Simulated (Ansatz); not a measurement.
# CHClInNO (SMILES O=C=[N][InH][Cl]): CAM-B3LYP/def2-SVP (core potential)

Aim: the vertical singlet–triplet gap of CHClInNO at CAM-B3LYP/def2-SVP (core potential), from 2 runs. 

Program for the calculation: Ansatz 0.2.0.

147 further runs of the same task are left out: 6 that didn't finish, 141 set aside as unsound or not needed. Runs told in other sessions of the task aren't counted.

**1. The molecule**

CHClInNO: 6 atoms, total charge 0, spin state singlet. As SMILES, `O=C=[N][InH][Cl]`. Geometry: relaxed at PBE0-D4/def2-TZVP. This is one conformer, not always the lowest.

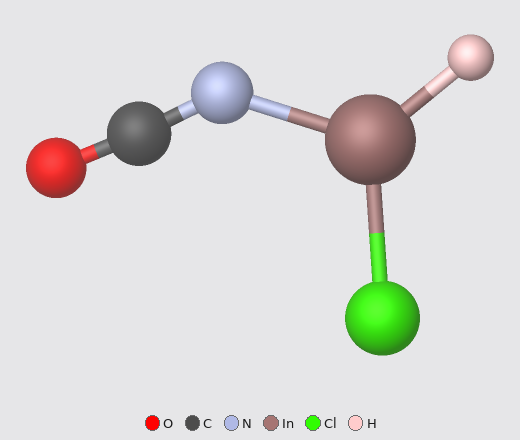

The structure, seen from a chosen angle (oxygen red, carbon dark grey, nitrogen light blue, indium brown, chlorine green, hydrogen pink).

**2. The energy at CAM-B3LYP/def2-SVP (core potential)**

job.yaml

```yaml
crystal:
  periodic: [false, false, false]
  atoms:
    - {symbol: O, position_ang: [1.628000, -2.320400, 0.058100]}
    - {symbol: C, position_ang: [0.896600, -1.470900, 0.379300]}
    - {symbol: N, position_ang: [0.136700, -0.626900, 0.782100]}
    - {symbol: In, position_ang: [-0.744200, 1.027900, 0.031300]}
    - {symbol: Cl, position_ang: [-0.127000, 1.382000, -2.172000]}
    - {symbol: H, position_ang: [-1.790100, 2.008300, 0.921200]}
basis:
  gaussian:
    orbitals: def2-SVP
hamiltonian:
  xc: {name: CAM-B3LYP}
accuracy: high
output:
  orbitals: {seedname: orbitals}
```

Launch:

```console
ansatz run job.yaml --threads 1 --pin off --max-ram 3480MiB --events-out events.jsonl --progress --plain --runs-dir runs
```

Output:

```text
Warning: RAYON_NUM_THREADS=1 ignored (pool sized by the plan → 1); use --threads N
Functional definition: CAM-B3LYP
  name "CAM-B3LYP"
  parameter alpha = 0.19
  parameter beta = 0.46
  parameter omega = 0.33/bohr
  parameter ac = 0.81
  exchange = (1 - alpha - beta)*b88_x + beta*b88_x_sr(omega) + alpha*exact_x + beta*exact_x_lr(omega)
  correlation = (1 - ac)*vwn5_c + ac*lyp_c
2019 factors; integrals over basis functions are off by at most 7.1e-9 eV
419 factors; integrals over basis functions are off by at most 1.8e-9 eV
mean field evaluation 1: about -22273.2455 eV, gradient 5.2e1 eV
mean field evaluation 2: about -22271.0982 eV, gradient 6.3e1 eV
mean field evaluation 4: about -22278.5744 eV, gradient 1.8e0 eV
mean field evaluation 8: about -22278.7144 eV, gradient 3.5e-1 eV
mean field evaluation 16: about -22278.7147 eV, gradient 1.1e-4 eV
mean field -22278.71467670 eV, -818.7276633136 hartree, gradient 4.1e-8 eV, S^2 0.000000; 0 other end points of the search recorded, 0 dependent functions left out
reference -22278.71469559 eV, -818.7276640078 hartree; 30, 30 occupied and 61, 61 virtual orbitals, 2019 factors
Total energy: -22278.71469559 eV, -818.7276640078 hartree
```

Wall time 11 s (1 thread of Arm Neoverse V1, shared host); peak memory 0.38 GiB.

**3. The triplet at the same level**

input.yaml

```yaml
crystal:
  periodic: [false, false, false]
  atoms:
    - {symbol: O, position_ang: [1.628000, -2.320400, 0.058100]}
    - {symbol: C, position_ang: [0.896600, -1.470900, 0.379300]}
    - {symbol: N, position_ang: [0.136700, -0.626900, 0.782100]}
    - {symbol: In, position_ang: [-0.744200, 1.027900, 0.031300]}
    - {symbol: Cl, position_ang: [-0.127000, 1.382000, -2.172000]}
    - {symbol: H, position_ang: [-1.790100, 2.008300, 0.921200]}
basis:
  gaussian: {orbitals: def2-SVP}
magnetization: {spin_polarized: true, initial_magnetization: 2}
hamiltonian: {xc: {name: CAM-B3LYP}}
accuracy: high
output: {orbitals: {seedname: orbitals}}
```

Launch:

```console
ansatz run input.yaml --threads 1 --pin off --max-ram 3480MiB --events-out events.jsonl --progress --plain --runs-dir runs
```

Output:

```text
Warning: RAYON_NUM_THREADS=1 ignored (pool sized by the plan → 1); use --threads N
[... 8 set-up lines as earlier in the session ...]
2019 factors; integrals over basis functions are off by at most 7.1e-9 eV
419 factors; integrals over basis functions are off by at most 1.8e-9 eV
mean field evaluation 1: about -22266.3179 eV, gradient 3.8e1 eV
mean field evaluation 2: about -22250.1179 eV, gradient 6.6e1 eV
mean field evaluation 4: about -22272.5904 eV, gradient 4.7e0 eV
mean field evaluation 8: about -22272.8729 eV, gradient 7.3e-1 eV
mean field evaluation 16: about -22272.9323 eV, gradient 1.6e0 eV
mean field evaluation 32: about -22273.1136 eV, gradient 1.4e-1 eV
mean field evaluation 64: about -22273.1174 eV, gradient 1.5e-1 eV
mean field -22273.12841790 eV, -818.5223720891 hartree, gradient 5.6e-8 eV, S^2 2.017148; 6 other end points of the search recorded, 0 dependent functions left out
reference -22273.12843627 eV, -818.5223727644 hartree; 31, 29 occupied and 60, 62 virtual orbitals, 2019 factors
Total energy: -22273.12843627 eV, -818.5223727644 hartree
```

Wall time 81 s (1 thread of Arm Neoverse V1, shared host); peak memory 0.61 GiB.

**4. What came out**

Level: CAM-B3LYP/def2-SVP (core potential).

```
                                        quantity          value
                           singlet: total energy  -818.72766 Eh
                            singlet: HOMO energy       -9.69 eV
                            singlet: LUMO energy       -1.09 eV
                          singlet: HOMO–LUMO gap        8.60 eV
                           triplet: total energy  -818.52237 Eh
     triplet: HOMO energy (highest over α and β)       -4.33 eV
                                   triplet: ⟨S²⟩          2.017
vertical energy of the triplet above the singlet       5.586 eV
```

What this shows: At this shape the triplet lies 5.59 eV (129 kcal/mol) above the singlet.
